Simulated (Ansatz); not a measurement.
Reaction (SMILES): O=N[O] → N atom + 2 O atom
B3LYP-D3(BJ)/def2-TZVP geometries, fixed; electronic energies without zero-point terms.

Basis-set convergence of the atomisation energy at CCSD(T) with Ansatz (a first-principles code). Cartesian d functions, on some or all atoms, in 6-31G**; all else is spherical. Cores are frozen. Open shells are unrestricted. No added dispersion term, no relativity. Functions are those of the species that has most. Reference: Hartree-Fock in cc-pVQZ plus the correlation part extrapolated as X^-3 from cc-pVTZ and cc-pVQZ, 225.19 kcal/mol, itself unsure by roughly 2.11 kcal/mol (a third of the extrapolation step and of the last Hartree-Fock step). Deviations are taken from unrounded values.

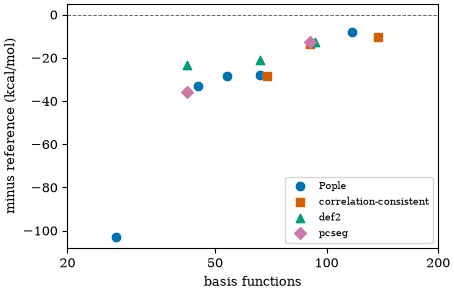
Figure: Deviation from the reference against the number of basis functions, by family of sets.

```
basis              functions  atomisation energy (kcal/mol)  minus reference (kcal/mol)
-----------------  ---------  -----------------------------  --------------------------
3-21G                     27                         122.29                     -102.91
def2-SVP                  42                         201.99                      -23.21
pcseg-1                   42                         189.24                      -35.95
6-31G**                   45                         192.06                      -33.13
6-311G**                  54                         196.62                      -28.58
6-311+G**                 66                         197.42                      -27.77
def2-SVPD                 66                         204.00                      -21.19
aug-cc-pVDZ               69                         196.62                      -28.57
cc-pVTZ                   90                         211.73                      -13.47
pcseg-2                   90                         212.74                      -12.45
def2-TZVPP                93                         212.40                      -12.80
6-311++G(3df,3pd)        117                         217.18                       -8.01
aug-cc-pVTZ              138                         214.70                      -10.50
```
